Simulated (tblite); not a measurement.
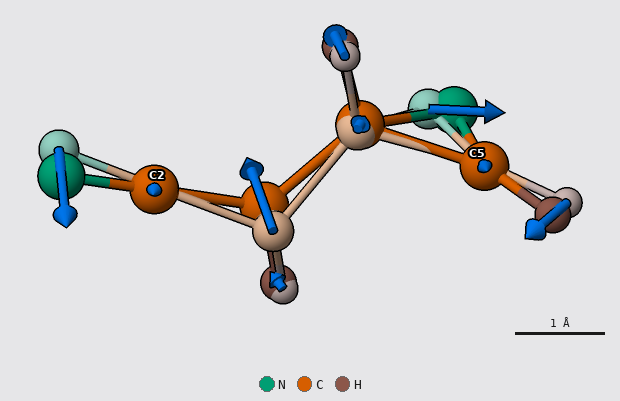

This is a relaxation of C₄H₃N₂ (multiplicity 2). The starting structure is drawn faded, the final one solid; blue arrows show the displacements, magnified 3 times. The two geometries are superimposed by the best rigid fit.

A ball-and-stick model, seen at a tilt.

Computed with GFN2-xTB geometry optimisation, gas phase (tblite). 

Q: Describe the change and its energy.

A: Over 56 geometry steps the energy falls by 81.1 kJ/mol. An N atom moves most after the best rigid fit: 0.46 Å. Largest moves by element: N 0.46 Å, C 0.43 Å, H 0.30 Å. Near-neighbour distances that change, for instance: C–N 1.424 → 1.522 Å, C–C 1.439 → 1.371 Å, C–N 1.305 → 1.242 Å, C–C 1.489 → 1.437 Å. Bond angles that change, for instance: C–C–C 108.9° → 121.9°, C–C–H 154.5° → 146.3°, C–C–H 112.6° → 119.6°.
